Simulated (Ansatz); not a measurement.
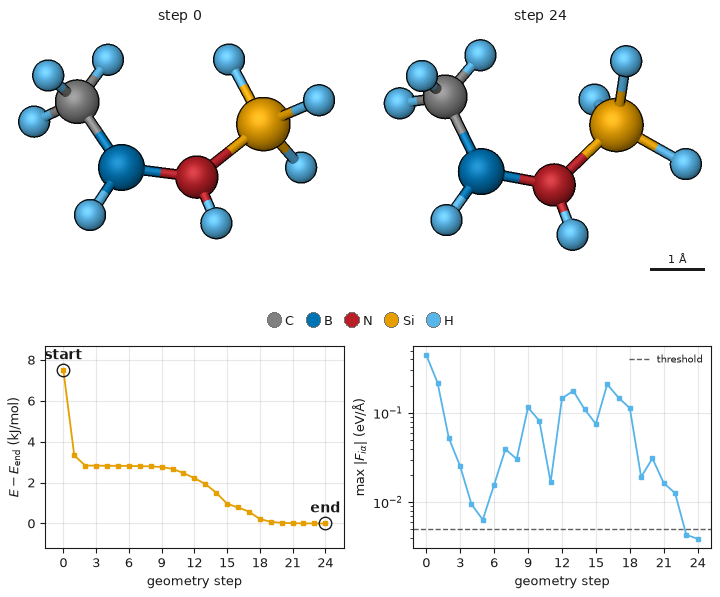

First and last geometry of a relaxation of CH8BNSi, with the history of the run. Style: ball-and-stick. Shown at a tilt.

The start comes from PBE-D4/def2-SVP.

Method: RKS PBE0-D4/def2-TZVP (Ansatz 0.2.0).

Input
```yaml
crystal:
  periodic: [false, false, false]
  atoms:
    - {symbol: C, position_ang: [-0.826880, 1.554596, -0.080436]}
    - {symbol: B, position_ang: [0.222677, 0.817462, 0.835080]}
    - {symbol: N, position_ang: [0.714510, -0.498472, 0.619927]}
    - {symbol: Si, position_ang: [0.369971, -1.701641, -0.634148]}
    - {symbol: H, position_ang: [-1.705772, 1.849069, 0.534563]}
    - {symbol: H, position_ang: [-1.195786, 0.993810, -0.961388]}
    - {symbol: H, position_ang: [-0.394166, 2.514949, -0.437095]}
    - {symbol: H, position_ang: [0.668077, 1.399937, 1.816405]}
    - {symbol: H, position_ang: [1.396058, -0.812299, 1.320079]}
    - {symbol: H, position_ang: [-0.664251, -1.165017, -1.574497]}
    - {symbol: H, position_ang: [-0.130767, -2.974401, -0.004403]}
    - {symbol: H, position_ang: [1.623428, -2.033092, -1.399986]}
basis:
  gaussian: {orbitals: def2-TZVP}
hamiltonian: {xc: pbe0, dispersion: d4}
relax: {f_tol: 0.005, max_steps: 150}
```

Command:
```bash
ansatz run in.yaml --threads 2 --pin off --events-out ev --progress --plain --max-ram 4352MiB
```

**Read the history and describe the run.**

It converged. After 24 geometry steps the energy has fallen by 7.49 kJ/mol. The largest force component goes from 0.45 to 0.0039 eV/Å. The atom that moves furthest after the best rigid fit is H12 (1.24 Å). By element the largest moves are H 1.24 Å, C 0.28 Å, N 0.25 Å, Si 0.15 Å, B 0.10 Å. Among the contacts that change: N3–Si4 1.772 → 1.744 Å, B2–H8 1.225 → 1.203 Å, Si4–H11 1.506 → 1.486 Å, N3–H9 1.026 → 1.009 Å. Among the angles between lasting bonds that change: B2–N3–Si4 132.0° → 127.3°, N3–Si4–H11 110.0° → 107.1°, C1–B2–N3 125.1° → 122.4°. Groups turn about N3–Si4 by about 60°.
